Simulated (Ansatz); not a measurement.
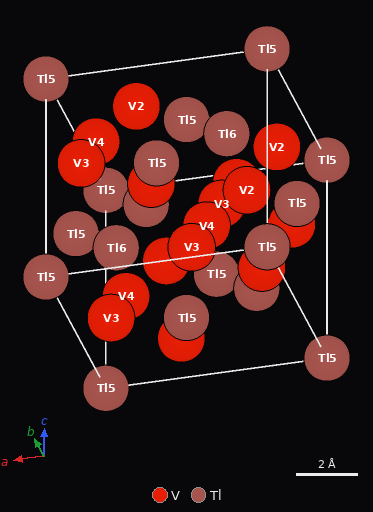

This is the input geometry for a relaxation of crystalline TlV2 (built on the cubic Laves (C15)_227 type) (coarse preliminary run). A spheres-only model of the conventional cell (4 times the calculation's cell), seen from a free direction. Lengths and directions refer to the drawn axes.

Case: cubic Laves (C15) type (Fd-3m, No. 227).

Level of theory: DFT PBE, scalar-relativistic, plane waves, PAW (Ansatz).

The input:
```yaml
crystal:
  lattice:
    - [0.0, 3.8114114086, 3.8114114086]
    - [3.8114114086, 0.0, 3.8114114086]
    - [3.8114114086, 3.8114114086, 0.0]
  atoms:
    - { symbol: V, position: [0.625, 0.625, 0.625], spin: 0.17 }
    - { symbol: V, position: [0.125, 0.625, 0.625], spin: 0.17 }
    - { symbol: V, position: [0.625, 0.625, 0.125], spin: 0.17 }
    - { symbol: V, position: [0.625, 0.125, 0.625], spin: 0.17 }
    - { symbol: Tl, position: [0.0, 0.0, 0.0], spin: 0.01 }
    - { symbol: Tl, position: [0.25, 0.25, 0.25], spin: 0.01 }
basis:
  ecutwfc: 420
kpoints:
  mp_grid: { grid: [4, 4, 4] }
hamiltonian:
  xc: pbe
scf:
  occupations: { method: gaussian, width: 0.1 }
  lower_state_search: "off"
output:
  forces: true
  stress: true
  eigenvalues: true
  populations: true
magnetization:
  spin_polarized: true
relax:
  adjacent_minimum: "off"
  f_tol: 0.04
  max_steps: 70
  cell: { stress_tol: 0.4 }
```

Command:
```bash
ansatz run input.yaml --threads 1 --pin off --max-ram 2560MiB --backend cpu --events-out ev --progress --plain --runs-dir out
```

Predict the outcome.

The energy falls by 43.4 meV per atom in 3 accepted moves (4 points after the start). All forces vanish by symmetry, so only the cell relaxes. Pressure: −8.47 GPa at the start and −0.01 GPa at the end. At 1 point the geometry stayed and the basis and grid were re-selected for the new cell (energy shift of 0.6 meV per atom at most each time). No atom moves by more than 0.005 Å relative to the cell. Cell: a = b = c 7.623 → 7.409 Å (−2.8 %). Volume −8.2 %. Near-neighbour distances that change, for instance: Tl5–Tl6 3.301 → 3.208 Å, V1–Tl5 3.160 → 3.072 Å, V1–V2 2.695 → 2.619 Å. The space group stays Fd-3m (No. 227). The program noted that the starting moments weren't kept.

History of the run:

```
step  E − E(0), meV/atom  pressure, GPa  volume, Å³/atom                      note
   0                0.00          -8.47           18.456                          
   1              -28.52           6.57           16.135                          
   2              -43.61          -0.90           17.073                          
   3              -44.03          -0.02           16.946                          
   4              -43.41          -0.01           16.946  same geometry, new basis
```

Final geometry:

```xyz
6
Lattice="0.0000 3.7045 3.7045 3.7045 0.0000 3.7045 3.7045 3.7045 0.0000" Properties=species:S:1:pos:R:3 pbc="T T T"
V     4.6306    4.6306    4.6306
V     4.6306    2.7784    2.7784
V     2.7784    2.7784    4.6306
V     2.7784    4.6306    2.7784
Tl    0.0000    0.0000    0.0000
Tl    1.8522    1.8522    1.8522
```

After the run, drawn alike:

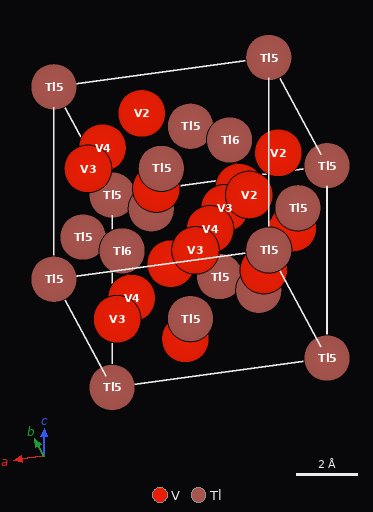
